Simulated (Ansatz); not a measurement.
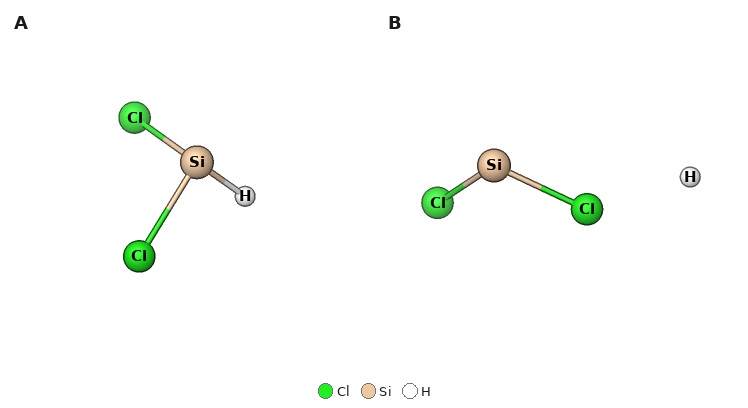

2 stationary structures of one formula. The species has charge −1 and is a spin singlet. Geometries: PBE0-D4/def2-TZVPD. Electronic energies: PBE-D4/def2-TZVPPD (Ansatz 0.2.0), without zero-point energy. No frequency run is at hand to confirm each as a minimum.

Which structure is the most stable?

A is lowest (Cs); B lies 69.2 kcal/mol above it (C1).
